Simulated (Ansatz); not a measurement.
Start from TiS₂ in the CdI2 type structure (space group P-3m1, No. 164; a = 3.3605 Å, c = 5.5228 Å; layered, stacked along the Cartesian z axis).

Structures relaxed with PBE-D3(BJ) (Ansatz, a quantum-chemistry and plane-wave program), without spin-orbit coupling, earlier PAW set.

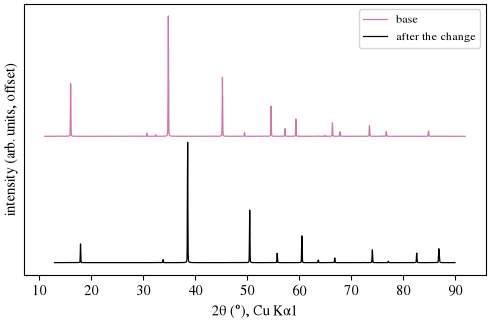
*Simulated powder patterns before (top) and after one change*

Problem. What was done to the base?
A. pressure 75 GPa
B. pressure −1 GPa
C. pressure 3 GPa
D. pressure 30 GPa

Solution. D, pressure 30 GPa. Its volume per atom is 13.34 Å³ against 18.00 Å³, and its space group is P-3m1 (No. 164).

Load acts through the strain it causes; cell and atoms are relaxed under it. Stability against distortions was not tested. Competing high-pressure phases were not computed. The base started in P3m1 and relaxed to P-3m1 at this level. The final runs are not spin-polarised.
